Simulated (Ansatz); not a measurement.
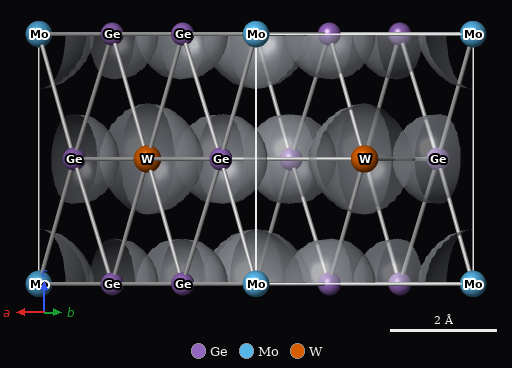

Ge₄MoW. Isosurface of the valence electron density at 0.6 e/Å³ (grey), seen along [110]. Sticks mark near contacts.

Space group Cmmm; a structure generated by program, which may or may not match a known phase; computed without spin polarisation.

These are results of Ansatz, DFT PBE, scalar-relativistic, plane waves, PAW, not measurements.

In a PAW calculation such maps are meaningful between the atoms, not at the nuclei.

Q: How is the density connected at this value?

A: At this value the density breaks into separate islands; it holds about 75 % of the electrons treated as valence (semicore included). It bridges none of the near contacts. It is pinched off along the shortest Ge–Ge (2.68 Å), Ge–Mo (2.72 Å), Ge–W (2.72 Å) and Ge–Ge (2.77 Å) contacts. On the grid the lowest density along these lines, outside the cores, is 0.28 e/Å³ (Ge–Ge, 2.68 Å), 0.34 e/Å³ (Ge–Mo, 2.72 Å), 0.36 e/Å³ (Ge–W, 2.72 Å) and 0.27 e/Å³ (Ge–Ge, 2.77 Å).
